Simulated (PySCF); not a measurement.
Bond stretch in InCl, singlet.

Computed with: UKS-TPSSh = unrestricted TPSSh/def2-SVP, def2 effective core potentials past Kr (PySCF); NEVPT2 = SC-NEVPT2 on CASSCF(10,8)/def2-SVP, all electrons correlated, def2 effective core potentials past Kr run with PySCF 2.14.0; UKS-BLYP = PySCF with unrestricted BLYP/def2-SVP, def2 effective core potentials past Kr.

Energies are in kJ/mol, each relative to the lowest point of its own curve near equilibrium.

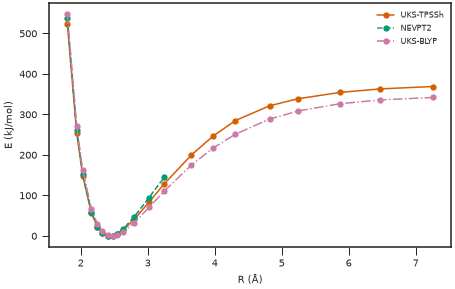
Fig. 1. Energy against bond length for each method.

```
R / Å  UKS-TPSSh  NEVPT2  UKS-BLYP
-----  ---------  ------  --------
1.80       523.3   539.3     547.5
1.94       253.9   261.5     271.8
2.03       148.4   152.6     162.6
2.16        56.8    58.0      66.3
2.25        22.7    22.8      29.2
2.32         7.9     7.6      12.3
2.41         0.0     0.0       1.7
2.48         0.3     0.9       0.0
2.54         3.9     5.4       2.0
2.63        13.7    16.6       9.4
2.80        40.9    47.2      32.5
3.02        83.5    94.6      70.2
3.25       128.9   145.1     111.0
3.65       199.4       —     174.5
3.98       246.9       —     217.2
4.31       284.8       —     251.2
4.82       321.2       —     288.5
5.25       338.9       —     308.6
5.87       354.2       —     326.3
6.47       363.0       —     335.7
7.26       368.9       —     341.9
```

At the longest distance, 7.26 Å, UKS-TPSSh lies highest above its minimum (368.9 kJ/mol) and UKS-BLYP lowest (341.9 kJ/mol).

Dashes: no converged value, or the column stops at the first point that the program doubted or that broke a chosen test of continuity, which isn't proof of a fault.

The unrestricted determinant behind UKS-TPSSh is spin-contaminated at 4.31 to 7.26 Å (<S²> up to 0.6, against 0.00 for a pure singlet). At the longest distance UKS-TPSSh, UKS-BLYP leaves fractional charges on the fragments, a sign of delocalisation error or of the restricted form. The unrestricted determinant behind UKS-BLYP is spin-contaminated at 4.82 to 7.26 Å (<S²> up to 0.6, against 0.00 for a pure singlet).
